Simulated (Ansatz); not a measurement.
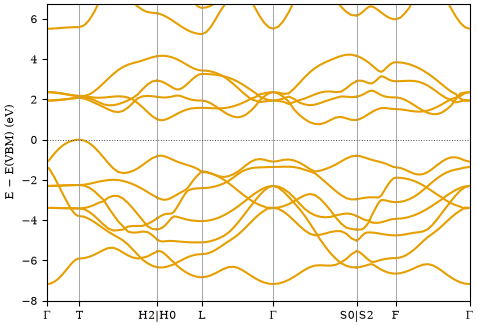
Fig. 1. Band structure from DFT-PBE+D3(BJ) in the program Ansatz with PAW potentials

### Question
Read off the gap and where the band edges lie.

### Answer
About 0.8 eV (0.76 eV by a search for the band edges); maximum at T, minimum on the Γ–S0 line, 54 % of the way from Γ.

The material is MoS₂ in space group R3m (No. 160; Mo on 3a, S on 3a, S on 3a).

Symmetry was held in the PBE+D3(BJ) relaxation. The run is not spin-polarised. Spin–orbit coupling is left out wherever it is not named.

Potentials: the later of the program's two PAW sets.
